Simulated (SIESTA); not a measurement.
Band structure of NaF (Fm-3m, 2 atoms in the cell).

```xyz
2
Lattice="0.0000 2.2905 2.2905 2.2905 0.0000 2.2905 2.2905 2.2905 0.0000" Properties=species:S:1:pos:R:3 pbc="T T T"
Na     0.0000     0.0000     0.0000
F      2.2905     2.2905     2.2905
```

Method: GGA PBE, numerical atomic orbitals TZP, PseudoDojo PBE standard norm-conserving potentials (rewritten from UPF to PSML) (SIESTA).

Settings: XC.functional = GGA; XC.authors = PBE; potentials = PseudoDojo PBE standard; PAO.BasisSize = TZP; PAO.EnergyShift = 0.005 Ry; MeshCutoff = 400 Ry; kgrid.MonkhorstPack = 6 6 6; OccupationFunction = FD; ElectronicTemperature = 20 meV; MaxSCFIterations = 150; SCF.Mixer.Method = Pulay; SCF.Mixer.Weight = 0.1; SCF.Mixer.History = 6; SCF.DM.Tolerance = 1.0E-04.

The starting cell comes from a database of computed structures (which also holds hypothetical and non-ambient phases and stackings), without a prior relaxation at this level. Its lattice was rescaled by a random factor within 2.5 % of one. Values carry the incompleteness of an atom-centred basis.

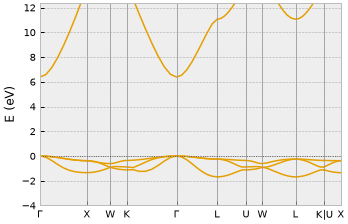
Figure. Bands along the path, energies from the top of the valence band on the path.

### Question
Read off roughly the gap and where its edges lie.

### Answer
The gap along the path is about 6.4 eV (computed: 6.38 eV), direct at Γ to within 0.01 eV.

Levels in eV from the top of the valence band on the path, bands 5 to 9:
```
point       5      6      7      8      9
-----  ------  -----  -----  -----  -----
Γ      -19.15   0.00   0.00   0.00   6.38
X      -18.86  -1.35  -0.38  -0.38  13.48
W      -18.56  -0.92  -0.92  -0.61  14.03
K      -18.57  -1.12  -0.88  -0.36  13.60
L      -18.25  -1.69  -0.25  -0.25  11.06
U      -18.57  -1.12  -0.88  -0.36  13.60
```

Higher empty bands are left out: an atom-centred basis made for the valence describes them poorly.
